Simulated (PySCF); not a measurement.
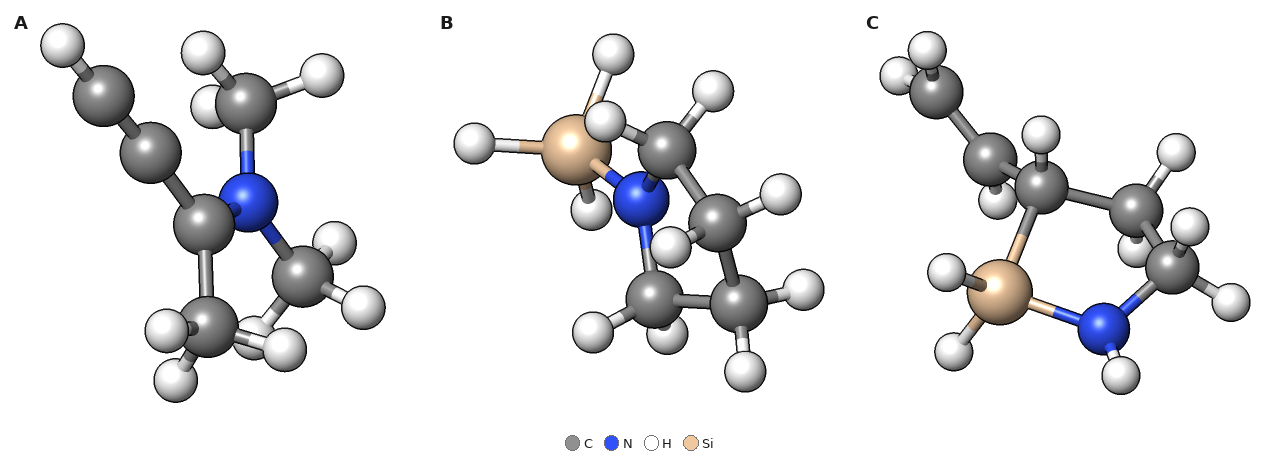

Figure made from data computed with PySCF.

```xyz
17
charge 0, multiplicity 1
Si    2.3590    0.0818    0.1048
N     0.6546    0.0413   -0.0189
C    -0.2298    1.1362    0.3040
C    -1.5406    0.7370   -0.3651
C    -1.5931   -0.7625   -0.0747
C    -0.1168   -1.1872   -0.0851
H     2.7460    1.4394   -0.2760
H     2.8555   -0.9381   -0.8209
H     2.8887   -0.2119    1.4505
H    -0.3777    1.2321    1.3909
H     0.1809    2.0744   -0.0703
H    -1.4729    0.9117   -1.4392
H    -2.3999    1.2755    0.0298
H    -2.1830   -1.3101   -0.8074
H    -2.0259   -0.9333    0.9119
H     0.1037   -1.8515    0.7591
H     0.1444   -1.7227   -1.0035
```

**Which panel shows the molecule in this file?**

B. The file holds C4H11NSi, `[SiH3]N1CCCC1`.
